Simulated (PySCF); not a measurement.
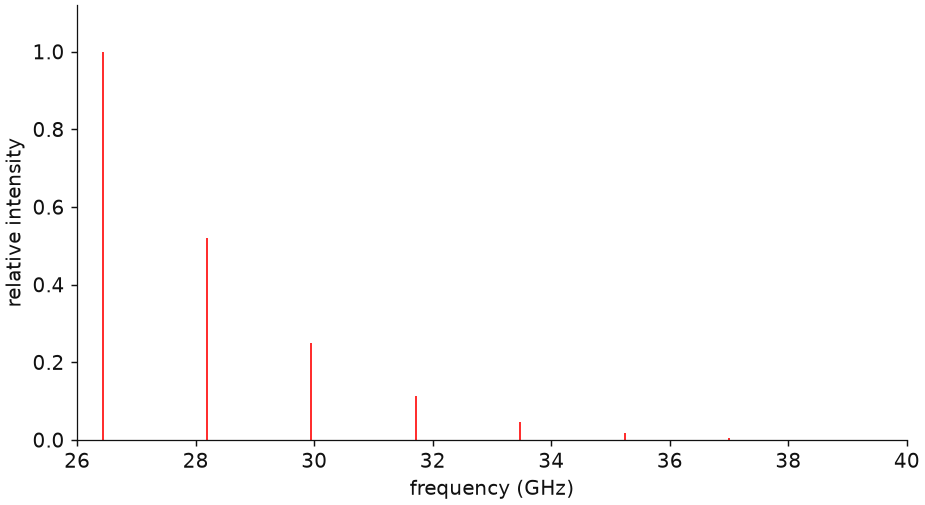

Simulated rotational absorption lines between 26 and 40 GHz at 1.5 K: rigid rotor with the equilibrium constants and dipole of one optimised conformer (PBE0-D3(BJ)/def2-SVP, PySCF), commonest isotopes; no centrifugal distortion, hyperfine structure, internal rotation or nuclear-spin weights; lines within 1 MHz of each other are summed.

> Which molecule gives this spectrum?
A. C₇H₁₁ClSi, SMILES CCC#C[Si]1(Cl)CCC1
B. C₆H₁₀O₃, SMILES C=COC(=O)COCC
C. SiBrCl₃, SMILES Cl[Si](Cl)(Cl)Br

Option C. Rotational constants A, B, C = 1.310, 0.8810, 0.8810 GHz, |μa|, |μb|, |μc| = 0.19, 0.00, 0.00 D.

Known limits of this run: coarse grid, loose stop and no frequency check, small forces are noise and the end may be a saddle.
